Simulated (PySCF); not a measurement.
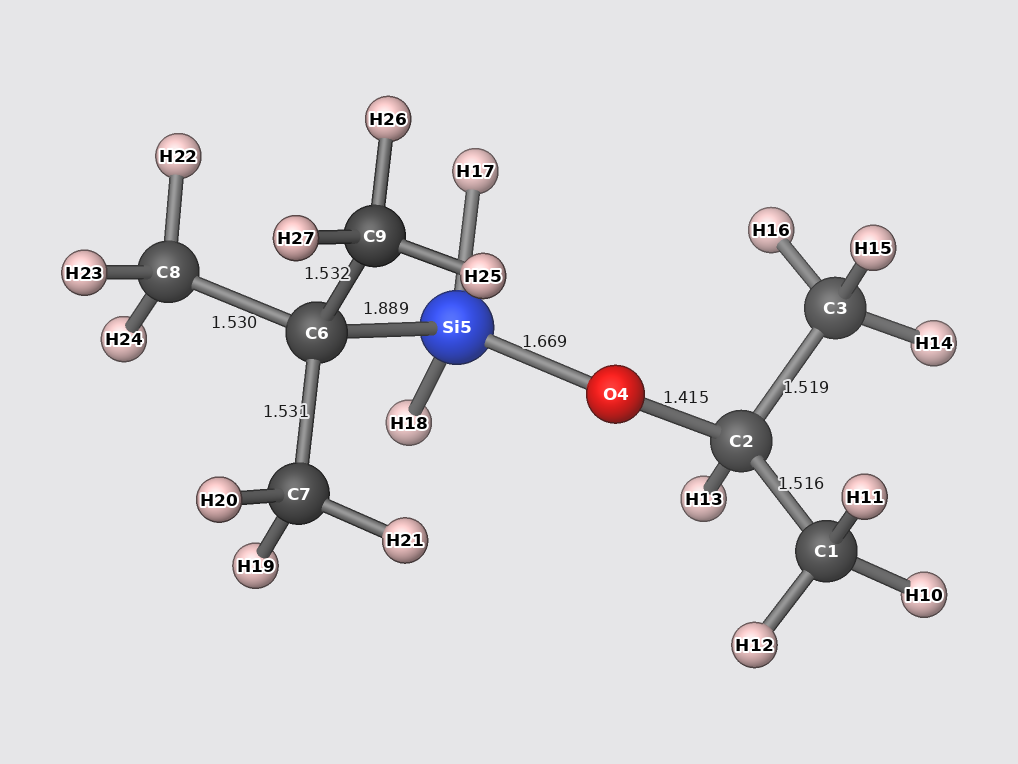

Bond lengths are marked in Å; every bond is drawn as one stick. Computed geometry: PBE0-D3(BJ)/def2-SVP optimisation. No frequency run is at hand to confirm it as a minimum.

Assign a bond order to each marked bond.

C1–C2 single; C2–C3 single; C2–O4 single; O4–Si5 single; Si5–C6 single; C6–C7 single; C6–C8 single; C6–C9 single.

Give the structure as SMILES.

CC(C)O[SiH2]C(C)(C)C
